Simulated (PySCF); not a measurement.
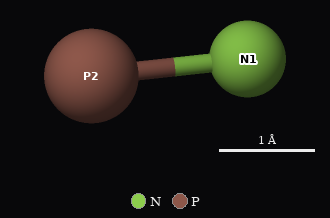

**Figure 1.** The starting structure (ball-and-stick view, seen at an oblique angle; atoms are numbered from 1 in the order of the input). Bond lengths as drawn: N–P 1.67 Å.

## Geometry relaxation, with input and output: PN

System: PN (phosphorous nitride), SMILES N#P.
Method: HF/DZVP2, RHF, SS(V)PE solvent cyclohexane (PySCF 2.14.0).

The atoms were displaced at random from an optimised geometry. Figures and captions count atoms from 1; the log counts them from 0 in places.

**Log**
```
#|     Arguments passed to driver run_optimizer():      |#
customengine              <pyscf.geomopt.geometric_solver.PySCFEngine object>
maxiter                   100
----------------------------------------------------------
Custom engine selected.
Bonds will be generated from interatomic distances less than 1.20 times sum of covalent radii
6 internal coordinates being used (instead of 6 Cartesians)
Internal coordinate system (atoms numbered from 1):
Distance 1-2
Translation-X 1-2
Translation-Y 1-2
Translation-Z 1-2
Rotation-A 1-2
Rotation-B 1-2
Rotation-C 1-2
<class 'geometric.internal.Distance'> : 1
<class 'geometric.internal.TranslationX'> : 1
<class 'geometric.internal.TranslationY'> : 1
<class 'geometric.internal.TranslationZ'> : 1
<class 'geometric.internal.RotationA'> : 1
<class 'geometric.internal.RotationB'> : 1
<class 'geometric.internal.RotationC'> : 1
> ===== Optimization Info: ====
> Job type: Energy minimization
> Maximum number of optimization cycles: 100
> Initial / maximum trust radius (Angstrom): 0.100 / 0.300
> Convergence Criteria:
> Will converge when all 5 criteria are reached:
>  |Delta-E| < 1.00e-06
>  RMS-Grad  < 3.00e-04
>  Max-Grad  < 4.50e-04
>  RMS-Disp  < 1.20e-03
>  Max-Disp  < 1.80e-03
> === End Optimization Info ===

Geometry optimization cycle 1
Cartesian coordinates (Angstrom)
 Atom        New coordinates             dX        dY        dZ
   N  -0.021097   0.021766  -0.140904    0.000000  0.000000  0.000000
   P  -0.003994  -0.061961   1.523971    0.000000  0.000000  0.000000

WARN: PCM is an experimental feature. It is still in testing.
Features and APIs may be changed in the future.

Found SAP basis sapgrasplarge
converged SCF energy = -395.075420666677
--------------- PCMDFRHF_Scanner (+PCM) gradients ---------------
         x                y                z
0 N    -0.0021937465     0.0107387228    -0.2136011239
1 P     0.0021937465    -0.0107387228     0.2136011239
----------------------------------------------
cycle 1: E = -395.075420667  dE = -395.075  norm(grad) = 0.302475
Step    0 : Gradient = 2.139e-01/2.139e-01 (rms/max) Energy = -395.0754206667
Hessian Eigenvalues: 5.00000e-02 5.00000e-02 5.00000e-02 ... 5.00000e-02 5.00000e-02 4.01648e-01

Geometry optimization cycle 2
Cartesian coordinates (Angstrom)
 Atom        New coordinates             dX        dY        dZ
   N  -0.020074   0.016760  -0.041035    0.001023 -0.005006  0.099869
   P  -0.005018  -0.056954   1.424102   -0.001023  0.005006 -0.099869

WARN: PCM is an experimental feature. It is still in testing.
Features and APIs may be changed in the future.

converged SCF energy = -395.126800889995
--------------- PCMDFRHF_Scanner (+PCM) gradients ---------------
         x                y                z
0 N    -0.0002036564     0.0009931365    -0.0198509332
1 P     0.0002036564    -0.0009931365     0.0198509332
----------------------------------------------
cycle 2: E = -395.12680089  dE = -0.0513802  norm(grad) = 0.02811
Step    1 : Displace = 1.000e-01/1.000e-01 (rms/max) Trust = 1.000e-01 (=) Grad = 1.988e-02/1.988e-02 (rms/max) E (change) = -395.1268008900 (-5.138e-02) Quality = 0.985
Hessian Eigenvalues: 5.00000e-02 5.00000e-02 5.00000e-02 ... 5.00000e-02 5.00000e-02 5.13316e-01

Geometry optimization cycle 3
Cartesian coordinates (Angstrom)
 Atom        New coordinates             dX        dY        dZ
   N  -0.019975   0.016351  -0.030797    0.000099 -0.000409  0.010237
   P  -0.005117  -0.056546   1.413864   -0.000099  0.000409 -0.010237

WARN: PCM is an experimental feature. It is still in testing.
Features and APIs may be changed in the future.

converged SCF energy = -395.126896240845
--------------- PCMDFRHF_Scanner (+PCM) gradients ---------------
         x                y                z
0 N     0.0001604792    -0.0007899635     0.0155818856
1 P    -0.0001604792     0.0007899635    -0.0155818856
----------------------------------------------
cycle 3: E = -395.126896241  dE = -9.53508e-05  norm(grad) = 0.0220656
Step    2 : Displace = 1.025e-02/1.025e-02 (rms/max) Trust = 1.414e-01 (+) Grad = 1.560e-02/1.560e-02 (rms/max) E (change) = -395.1268962408 (-9.535e-05) Quality = 0.248
Hessian Eigenvalues: 4.99998e-02 5.00000e-02 5.00000e-02 ... 5.00000e-02 5.00000e-02 9.16255e-01

Geometry optimization cycle 4
Cartesian coordinates (Angstrom)
 Atom        New coordinates             dX        dY        dZ
   N  -0.020023   0.016613  -0.035295   -0.000049  0.000262 -0.004498
   P  -0.005068  -0.056807   1.418362    0.000049 -0.000262  0.004498

WARN: PCM is an experimental feature. It is still in testing.
Features and APIs may be changed in the future.

converged SCF energy = -395.127023887055
--------------- PCMDFRHF_Scanner (+PCM) gradients ---------------
         x                y                z
0 N    -0.0000046755     0.0000198472    -0.0004814108
1 P     0.0000046755    -0.0000198472     0.0004814108
----------------------------------------------
cycle 4: E = -395.127023887  dE = -0.000127646  norm(grad) = 0.000681428
Step    3 : Displace = 4.506e-03/4.506e-03 (rms/max) Trust = 5.123e-03 (-) Grad = 4.818e-04/4.818e-04 (rms/max) E (change) = -395.1270238871 (-1.276e-04) Quality = 0.961
Hessian Eigenvalues: 4.99996e-02 5.00000e-02 5.00000e-02 ... 5.00000e-02 5.00000e-02 9.44552e-01

Geometry optimization cycle 5
Cartesian coordinates (Angstrom)
 Atom        New coordinates             dX        dY        dZ
   N  -0.020027   0.016685  -0.035156   -0.000003  0.000072  0.000139
   P  -0.005065  -0.056880   1.418223    0.000003 -0.000072 -0.000139

WARN: PCM is an experimental feature. It is still in testing.
Features and APIs may be changed in the future.

converged SCF energy = -395.127024013981
--------------- PCMDFRHF_Scanner (+PCM) gradients ---------------
         x                y                z
0 N     0.0000000155    -0.0000014353    -0.0000096367
1 P    -0.0000000155     0.0000014353     0.0000096367
----------------------------------------------
cycle 5: E = -395.127024014  dE = -1.26925e-07  norm(grad) = 1.37787e-05
```

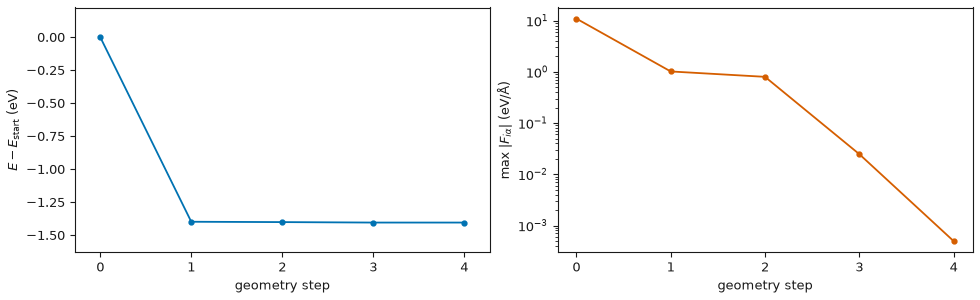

**Figure 2.** Progress of the relaxation, step by step (steps are counted from 0).

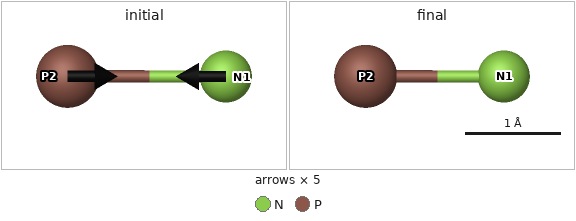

**Figure 3.** Before (left) and after (right) the relaxation, at one scale (ball-and-stick view, seen at a tilt). The black arrows give the displacements, magnified 5 times. The largest moves after the best rigid fit, 0.11 Å, are those of N1 and P2. By element the largest moves are N 0.11 Å, P 0.11 Å. Among the contacts that change: N1–P2 1.667 → 1.455 Å. The energy falls by 1.404 eV in 4 geometry steps. The largest force component goes from 11 to 0.0005 eV/Å. (Atoms are counted from 1 in the order of the input.)

```
Step    4 : Displace = 1.350e-04/1.350e-04 (rms/max) Trust = 7.245e-03 (+) Grad = 9.743e-06/9.743e-06 (rms/max) E (change) = -395.1270240140 (-1.269e-07) Quality = 1.027
Hessian Eigenvalues: 4.99996e-02 5.00000e-02 5.00000e-02 ... 5.00000e-02 5.00000e-02 9.44552e-01
Converged! =D

converged: True
N          -0.02002672        0.01668487       -0.03515629
P          -0.00506475       -0.05687958        1.41822338

WARN: PCM is an experimental feature. It is still in testing.
Features and APIs may be changed in the future.

Found SAP basis sapgrasplarge
converged SCF energy = -395.127024014212
E(HF) = -395.127024014
```

**Trajectory as extended XYZ (Å, eV, eV/Å), 5 frames, from step=0 to step=4**
```
2
Properties=species:S:1:pos:R:3:forces:R:3 step=0 energy=-10750.54987
N    -0.0211    0.0218   -0.1409    0.1128  -0.5522  10.9838
P    -0.0040   -0.0620    1.5240   -0.1128   0.5522 -10.9838
2
Properties=species:S:1:pos:R:3:forces:R:3 step=1 energy=-10751.94800
N    -0.0201    0.0168   -0.0410    0.0105  -0.0511   1.0208
P    -0.0050   -0.0570    1.4241   -0.0105   0.0511  -1.0208
2
Properties=species:S:1:pos:R:3:forces:R:3 step=2 energy=-10751.95059
N    -0.0200    0.0164   -0.0308   -0.0083   0.0406  -0.8013
P    -0.0051   -0.0565    1.4139    0.0083  -0.0406   0.8013
2
Properties=species:S:1:pos:R:3:forces:R:3 step=3 energy=-10751.95406
N    -0.0200    0.0166   -0.0353    0.0002  -0.0010   0.0248
P    -0.0051   -0.0568    1.4184   -0.0002   0.0010  -0.0248
2
Properties=species:S:1:pos:R:3:forces:R:3 step=4 energy=-10751.95407
N    -0.0200    0.0167   -0.0352    0.0000   0.0001   0.0005
P    -0.0051   -0.0569    1.4182    0.0000  -0.0001  -0.0005
```

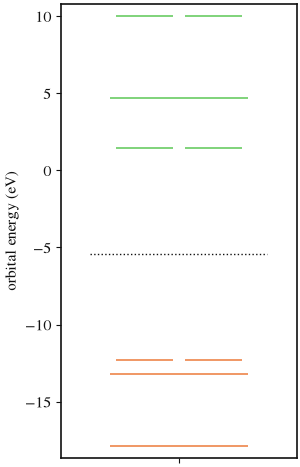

**Figure 4.** Orbital energies near the frontier; the dotted line parts filled from empty levels, and levels within 0.02 eV of each other stand side by side. Highest filled −12.30 eV, lowest empty 1.44 eV, 13.74 eV apart.

This output came from the following input.

**Input file (input.py)**
```python
from pyscf import gto, solvent
from pyscf.geomopt.geometric_solver import kernel as optimise

molecule = gto.M(
    atom='''
N     -0.039868     0.041132    -0.266270
P     -0.007548    -0.117089     2.879888
''',
    max_memory=1860,
    verbose=3,
    unit='bohr',
    basis='dzvp2',
    spin=0,
)

calc0 = molecule.RHF()
calc0 = calc0.density_fit(auxbasis='def2-universal-jkfit')
calc0 = calc0.PCM()
calc0.with_solvent.method = 'SS(V)PE'
calc0.with_solvent.eps = 2.0165  # cyclohexane
calc0.diis_space = 12
calc0.init_guess = 'sap'
converged, mol_eq = optimise(calc0, maxsteps=100)
print('converged:', converged)
print(mol_eq.tostring())

calc0.reset(mol_eq)
molecule = mol_eq
calc0.kernel()
e_tot = calc0.e_tot
print('E(%s) = %.9f' % ('HF', e_tot))
```

Launched with:
```bash
OMP_NUM_THREADS=1 python input.py
```

**Key numbers**

```csv
quantity,value
outcome,converged
total energy,−395.127024 hartree
solvation energy,−0.004735 hartree
basis functions,32
HOMO,−12.30 eV
LUMO,1.44 eV
dipole moment,3.74 D
hardware,"1 thread of Arm Neoverse V2, 24 GiB of memory available, shared host"
wall time,6 s
peak memory,0.19 GiB
```

**Remarks**

Settings chosen away from the usual ones: tied set to false; guess set to sap (from minao); diis_space set to 12.
